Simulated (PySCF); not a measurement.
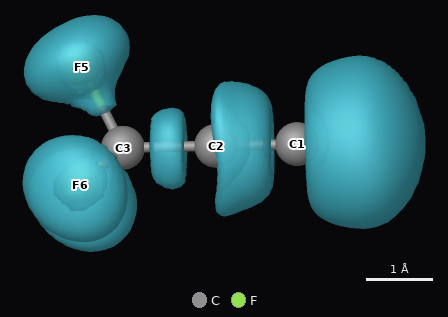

*C3F3 (SMILES [C-]#CC(F)(F)F) (charge −1). Isosurface of the electron localisation function at 0.75 (cyan), seen at a tilt. Only the valence region is drawn (cores and ρ < 0.01 e/Å³ removed).*

Geometry: GFN2-xTB.

Method: PySCF 2.14.0, B3LYP/def2-SVPD, SCF density, gas phase.

```yaml
atoms:
  - { symbol: C, position_ang: [2.2781, -0.0409, -0.0431] }
  - { symbol: C, position_ang: [1.0448, -0.0184, -0.0222] }
  - { symbol: C, position_ang: [-0.3735, 0.0070, 0.0031] }
  - { symbol: F, position_ang: [-0.9735, 1.0986, -0.6185] }
  - { symbol: F, position_ang: [-0.9604, 0.0250, 1.2655] }
  - { symbol: F, position_ang: [-1.0124, -1.0693, -0.6064] }
```

**What do the ELF domains correspond to?**

At this value the surface marks out two regions between bonded C–C atoms (shared pairs), three regions on F in which the atom's valence shell and bonds are merged and one lobe on C, pointing away from the bonds (lone pairs).

Values along the shortest contacts:
C–C (1.23 Å): the ELF peaks at about 0.90 between the atoms: a multiple bond. C–F (1.39 Å): the ELF peaks at about 0.85 between the atoms: a shared but strongly polarised pair.
